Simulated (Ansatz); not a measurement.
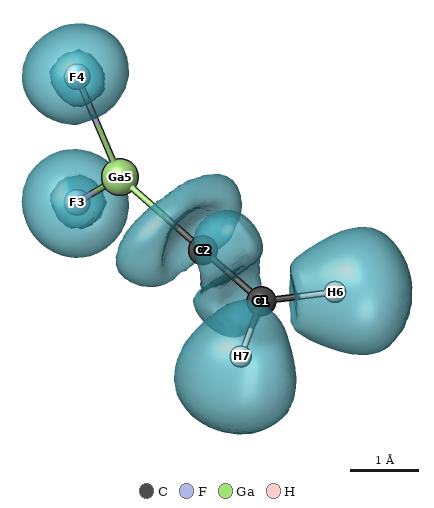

Figure 1: C$_{2}$H$_{2}$F$_{2}$Ga (SMILES C=[C][Ga]([F])[F]) (doublet). Isosurface of the ELF at 0.75 (cyan), seen at an oblique angle. Only the valence region is drawn (cores and ρ < 0.01 e/Å³ removed).

Geometry: PBE-D3(BJ)/def2-SVP.

Theory: isolated molecule in a Gaussian basis; Kohn-Sham density functional theory, functional PBE0 (Ansatz 0.2.0).

Input file:

```
basis:
  gaussian:
    orbitals: def2-TZVPD
crystal:
  periodic: [false, false, false]
  atoms:
    - {symbol: C, position_ang: [0.851874, -1.294535, 0.160571]}
    - {symbol: C, position_ang: [-0.067688, -1.967232, -0.493855]}
    - {symbol: F, position_ang: [-1.020777, -4.318221, -2.441841]}
    - {symbol: F, position_ang: [-3.087405, -2.505820, -1.400053]}
    - {symbol: Ga, position_ang: [-1.379483, -2.920914, -1.437114]}
    - {symbol: H, position_ang: [1.385644, -0.428568, -0.286447]}
    - {symbol: H, position_ang: [1.149769, -1.552152, 1.199549]}
magnetization:
  spin_polarized: true
  initial_magnetization: 1
hamiltonian:
  xc: pbe0
output: {forces: true, orbitals: {seedname: orbitals}}
```

Run with:

```sh
ansatz run input.yaml --threads 2 --pin off --max-ram 4350MiB --events-out events.jsonl --progress --plain --runs-dir runs
```

Describe the localisation domains.

At this value the surface marks out one region between bonded C–C atoms (shared pairs), two regions around hydrogen nuclei, one lobe of the valence shell of C pointing towards Ga (polar bonds) and two regions wrapped around F (the valence shell of each). Along the contacts the grid gives the following. C–C (1.31 Å): the ELF peaks at about 0.90 between the atoms (a multiple bond). Ga–F (1.76 Å): the ELF peaks at about 0.80 in the valence shell of F, 0.5 Å from its nucleus, and is about 0.20 at the midpoint.
